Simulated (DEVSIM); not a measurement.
Structure: illuminated GaAs p-on-n cell, one wavelength, at 300 K.

| layer (left to right) | material | thickness (μm) | Nd (cm⁻³) | Na (cm⁻³) | τn (s) | τp (s) | absorption coefficient (cm⁻¹) |
|---|---|---|---|---|---|---|---|
| 1 | GaAs | 0.590 | - | 9.8e17 | 6.4e-10 | 4.7e-10 | 24000 |
| 2 | GaAs | 0.800 | 2.3e15 | - | 7.8e-10 | 7.8e-10 | 24000 |

Left contact: ohmic, minority electron recombination velocity 70 cm/s. Right contact: ohmic, minority hole recombination velocity 4000 cm/s. Voltage is applied to the left contact. Recombination: SRH at mid-gap, radiative, Auger. Light enters at the left, 1.2e17 photons cm⁻² s⁻¹, one pass, no reflection. Mobility is μmin + (μ − μmin)/(1 + (N/Nref)^α).

Constants are typed, rounded textbook-type inputs, not results; the design itself was drawn at random and stands for no fabricated device. Values at 300 K.

```csv
parameter,GaAs
gap (eV),1.424
affinity (eV),4.07
permittivity,12.9
Nc (cm⁻³),4.7e17
Nv (cm⁻³),9e18
μn (cm²/Vs),8500
μp (cm²/Vs),400
"μn,min",500
"μp,min",20
"Nref,n",6e16
"Nref,p",1.5e17
αn,0.39
αp,0.38
B (cm³/s),2e-10
Cn (cm⁶/s),1e-30
Cp (cm⁶/s),1e-30
```

DEVSIM, 1D drift-diffusion, Boltzmann statistics, complete ionisation; no tunnelling, impact ionisation, image-force lowering or self-heating.

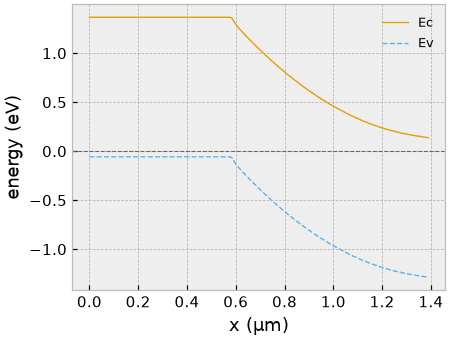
Fig. 1. Band edges at zero bias, in the dark

Energies count from the Fermi level of the right contact; mesh points crowd at the junctions.

```json
[
 {"x (μm)": "0.000", "Ec (eV)": "1.367", "Ev (eV)": "-0.057", "n (cm⁻³)": "< 1e2", "p (cm⁻³)": "9.8e17", "field (V/cm)": "≈ 0"},
 {"x (μm)": "0.01487", "Ec (eV)": "1.367", "Ev (eV)": "-0.057", "n (cm⁻³)": "< 1e2", "p (cm⁻³)": "9.8e17", "field (V/cm)": "≈ 0"},
 {"x (μm)": "0.04061", "Ec (eV)": "1.367", "Ev (eV)": "-0.057", "n (cm⁻³)": "< 1e2", "p (cm⁻³)": "9.8e17", "field (V/cm)": "≈ 0"},
 {"x (μm)": "0.07851", "Ec (eV)": "1.367", "Ev (eV)": "-0.057", "n (cm⁻³)": "< 1e2", "p (cm⁻³)": "9.8e17", "field (V/cm)": "≈ 0"},
 {"x (μm)": "0.1644", "Ec (eV)": "1.367", "Ev (eV)": "-0.057", "n (cm⁻³)": "< 1e2", "p (cm⁻³)": "9.8e17", "field (V/cm)": "≈ 0"},
 {"x (μm)": "0.2724", "Ec (eV)": "1.367", "Ev (eV)": "-0.057", "n (cm⁻³)": "< 1e2", "p (cm⁻³)": "9.8e17", "field (V/cm)": "≈ 0"},
 {"x (μm)": "0.4034", "Ec (eV)": "1.367", "Ev (eV)": "-0.057", "n (cm⁻³)": "< 1e2", "p (cm⁻³)": "9.8e17", "field (V/cm)": "≈ 0"},
 {"x (μm)": "0.4993", "Ec (eV)": "1.367", "Ev (eV)": "-0.057", "n (cm⁻³)": "< 1e2", "p (cm⁻³)": "9.8e17", "field (V/cm)": "≈ 0"},
 {"x (μm)": "0.5416", "Ec (eV)": "1.367", "Ev (eV)": "-0.057", "n (cm⁻³)": "< 1e2", "p (cm⁻³)": "9.8e17", "field (V/cm)": "≈ 0"},
 {"x (μm)": "0.5704", "Ec (eV)": "1.366", "Ev (eV)": "-0.058", "n (cm⁻³)": "< 1e2", "p (cm⁻³)": "9.6e17", "field (V/cm)": "-970"},
 {"x (μm)": "0.5869", "Ec (eV)": "1.350", "Ev (eV)": "-0.074", "n (cm⁻³)": "< 1e2", "p (cm⁻³)": "5.1e17", "field (V/cm)": "-35000"},
 {"x (μm)": "0.6065", "Ec (eV)": "1.273", "Ev (eV)": "-0.151", "n (cm⁻³)": "< 1e2", "p (cm⁻³)": "2.6e16", "field (V/cm)": "-30000"},
 {"x (μm)": "0.6311", "Ec (eV)": "1.205", "Ev (eV)": "-0.219", "n (cm⁻³)": "< 1e2", "p (cm⁻³)": "1.9e15", "field (V/cm)": "-26000"},
 {"x (μm)": "0.6742", "Ec (eV)": "1.095", "Ev (eV)": "-0.329", "n (cm⁻³)": "< 1e2", "p (cm⁻³)": "2.6e13", "field (V/cm)": "-25000"},
 {"x (μm)": "0.7671", "Ec (eV)": "0.878", "Ev (eV)": "-0.546", "n (cm⁻³)": "820", "p (cm⁻³)": "6.1e9", "field (V/cm)": "-22000"},
 {"x (μm)": "0.8855", "Ec (eV)": "0.643", "Ev (eV)": "-0.781", "n (cm⁻³)": "7400000", "p (cm⁻³)": "690000", "field (V/cm)": "-18000"},
 {"x (μm)": "1.064", "Ec (eV)": "0.374", "Ev (eV)": "-1.050", "n (cm⁻³)": "2.5e11", "p (cm⁻³)": "< 1e2", "field (V/cm)": "-12000"},
 {"x (μm)": "1.194", "Ec (eV)": "0.243", "Ev (eV)": "-1.181", "n (cm⁻³)": "3.9e13", "p (cm⁻³)": "< 1e2", "field (V/cm)": "-8000"},
 {"x (μm)": "1.295", "Ec (eV)": "0.177", "Ev (eV)": "-1.247", "n (cm⁻³)": "5.1e14", "p (cm⁻³)": "< 1e2", "field (V/cm)": "-5000"},
 {"x (μm)": "1.340", "Ec (eV)": "0.157", "Ev (eV)": "-1.267", "n (cm⁻³)": "1.1e15", "p (cm⁻³)": "< 1e2", "field (V/cm)": "-4100"},
 {"x (μm)": "1.369", "Ec (eV)": "0.145", "Ev (eV)": "-1.279", "n (cm⁻³)": "1.7e15", "p (cm⁻³)": "< 1e2", "field (V/cm)": "-3700"},
 {"x (μm)": "1.390", "Ec (eV)": "0.138", "Ev (eV)": "-1.286", "n (cm⁻³)": "2.3e15", "p (cm⁻³)": "< 1e2", "field (V/cm)": "-3600"}
]
```
